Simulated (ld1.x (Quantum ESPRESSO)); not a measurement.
# Run report: Xe, pseudopotential generation (part 2 of 2)

Continued. System: xenon (Xe, Z = 54), core [Kr], reference valence 4d10 5s2 5p6, valence charge 18. Method: TM potential, Wu–Cohen, scalar-relativistic, made with ld1.x (Quantum ESPRESSO) 7.5.

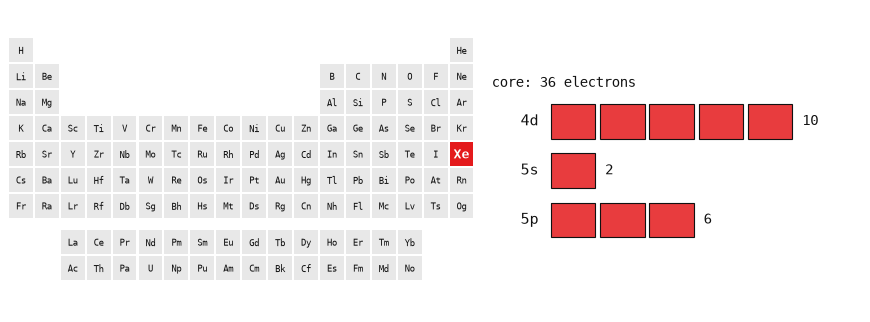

Left, the place of xenon in the periodic table; right, the valence shells of the reference configuration: a box for each of the 2l + 1 orbitals, shaded by the share of the shell that is filled, with the electron count at the right.

Output of the test run (extracts), continued:
```
     ---------------------- Testing the pseudopotential ----------------------

     Xe
     scalar relativistic calculation

     atomic number is 54.00   valence charge is 18.00
     dft =WC   lsd =0 sic =0 latt =0  beta=0.20 tr2=1.0E-14
     mesh =1249 r(mesh) = 100.58629 xmin = -7.00 dx = 0.01250

     n l     nl             e AE (Ry)        e PS (Ry)    De AE-PS (Ry)
     3 2     4D   1(10.00)       -5.19442       -5.18908       -0.00534  !
     1 0     5S   1( 1.00)       -2.19569       -2.19397       -0.00171
     2 1     5P   1( 6.00)       -1.29430       -1.29357       -0.00072

     eps = 3.4E-15  iter = 21

     Etot =  -14891.183813 Ry,   -7445.591906 Ha, -202604.877198 eV
     Etotps =  -309.603895 Ry,    -154.801948 Ha,   -4212.375588 eV
     dEtot_ae =       1.818318 Ry
     dEtot_ps =       1.817852 Ry,   Delta E=       0.000466 Ry

     Ekin =     157.856149 Ry,      78.928075 Ha,    2147.742323 eV
     Encl =    -583.950788 Ry,    -291.975394 Ha,   -7945.055220 eV
     Ehrt =     196.007876 Ry,      98.003938 Ha,    2666.823007 eV
     Ecxc =     -88.258364 Ry,     -44.129182 Ha,   -1200.816216 eV
     (Ecc =     -56.036574 Ry,     -28.018287 Ha,    -762.416430 eV)
     Epseu=       8.741232 Ry,       4.370616 Ha,     118.930517 eV

     ---------------------- End of pseudopotential test ----------------------

     ---------------------- Testing the pseudopotential ----------------------

     Xe
     scalar relativistic calculation

     atomic number is 54.00   valence charge is 18.00
     dft =WC   lsd =0 sic =0 latt =0  beta=0.20 tr2=1.0E-14
     mesh =1249 r(mesh) = 100.58629 xmin = -7.00 dx = 0.01250

     n l     nl             e AE (Ry)        e PS (Ry)    De AE-PS (Ry)
     3 2     4D   1(10.00)       -7.78797       -7.76254       -0.02543  !
     1 0     5S   1( 2.00)       -4.55080       -4.54861       -0.00219
     2 1     5P   1( 2.00)       -3.52323       -3.52396        0.00073

     eps = 3.3E-15  iter = 31

     Etot =  -14885.022407 Ry,   -7442.511204 Ha, -202521.046999 eV
     Etotps =  -303.440256 Ry,    -151.720128 Ha,   -4128.515009 eV
     dEtot_ae =       7.979724 Ry
     dEtot_ps =       7.981491 Ry,   Delta E=      -0.001767 Ry

     Ekin =     155.548187 Ry,      77.774093 Ha,    2116.340897 eV
     Encl =    -537.590115 Ry,    -268.795057 Ha,   -7314.286124 eV
     Ehrt =     157.252258 Ry,      78.626129 Ha,    2139.525971 eV
     Ecxc =     -86.113796 Ry,     -43.056898 Ha,   -1171.637877 eV
     (Ecc =     -56.036574 Ry,     -28.018287 Ha,    -762.416430 eV)
     Epseu=       7.463208 Ry,       3.731604 Ha,     101.542125 eV

     ---------------------- End of pseudopotential test ----------------------

     ---------------------- Testing the pseudopotential ----------------------

     Xe
     scalar relativistic calculation

     atomic number is 54.00   valence charge is 18.00
     dft =WC   lsd =0 sic =0 latt =0  beta=0.20 tr2=1.0E-14
     mesh =1249 r(mesh) = 100.58629 xmin = -7.00 dx = 0.01250

     n l     nl             e AE (Ry)        e PS (Ry)    De AE-PS (Ry)
     3 2     4D   1(10.00)       -4.71720       -4.71572       -0.00148
     1 0     5S   1( 2.00)       -1.78873       -1.78847       -0.00026
     2 1     5P   1( 5.50)       -0.92004       -0.91994       -0.00010

     eps = 9.8E-15  iter = 22

     Etot =  -14892.621612 Ry,   -7446.310806 Ha, -202624.439453 eV
     Etotps =  -311.041130 Ry,    -155.520565 Ha,   -4231.930162 eV
     dEtot_ae =       0.380519 Ry
     dEtot_ps =       0.380617 Ry,   Delta E=      -0.000098 Ry

     Ekin =     157.283055 Ry,      78.641527 Ha,    2139.944977 eV
     Encl =    -592.569707 Ry,    -296.284854 Ha,   -8062.321589 eV
     Ehrt =     203.628300 Ry,     101.814150 Ha,    2770.504167 eV
     Ecxc =     -88.700295 Ry,     -44.350148 Ha,   -1206.828998 eV
     (Ecc =     -56.036574 Ry,     -28.018287 Ha,    -762.416430 eV)
     Epseu=       9.317517 Ry,       4.658759 Ha,     126.771281 eV

     ---------------------- End of pseudopotential test ----------------------
```

Key numbers:

- outcome: generated, with a ghost state
- cutoffs needed: 120 Ry and 200 Ry (the cutoffs, on a coarse ladder, from which the occupation-weighted sum of valence levels, in a spherical-Bessel basis at the reference potential, stays within 10 and 1 mRy of its value at 400 Ry); ghost states and empty shells don't enter this sum
- ghost test: ghost states below the valence levels: s at -264.8 eV, p at -91.5 eV (spherical-Bessel basis up to 400 Ry, 20 bohr box)
- largest excitation error: -360 meV (all-electron minus pseudo) for 4d9 5s2 5p6, out of 7 test configurations
- range over which the phases arctan(r u′/u) at the test radius agree within 0.05 rad (a looser test near the poles than one of phase shifts): s: up to about 1.3 Ry; p: up to about 2.6 Ry; d: over the whole range computed
- hardware: 1 CPU thread, shared host
- wall time: 3.2 s

Remarks:

The potential has a bound ghost state, so it can't be used as it stands. An excitation error of 360 meV in its own tests makes this a poorly transferable potential.
